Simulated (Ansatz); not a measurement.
Start from NiO in the rock salt structure (space group Fm-3m, No. 225; a = 4.189 Å; ferromagnetic). Axes: x, y, z lie along the cube axes.

Now apply this change: the cell is stretched by 1.61 % along z with no lateral relaxation, atoms relaxed at fixed cell.

The values are results of r2SCAN, PAW, 500 eV (Ansatz, an electronic-structure program; no SOC), not measurements.

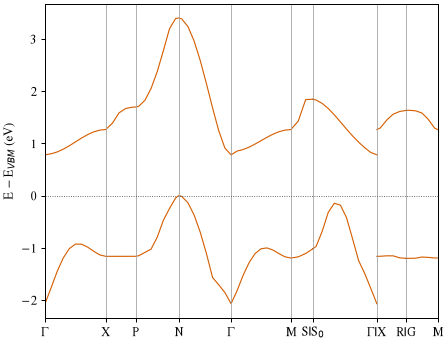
Fig. 1. Highest valence and lowest conduction band along the path of the changed cell's own zone

Q: From the figure, how large is the changed gap, and is it direct?

A: About 0.8 eV, indirect, N → Γ.

The cells carry an imposed strain or load. Stability against distortions was not tested. No Hubbard U is applied and the magnetic state is the run's own (NiO ferromagnetic); other magnetic orders, which need larger cells, were not tried and can change the gap. A gap here joins edges of opposite spin (a spin-flip gap). In its common phase, real NiO is an antiferromagnetic insulator at low temperature. Labels are those of the standard path for the cell's own space group.
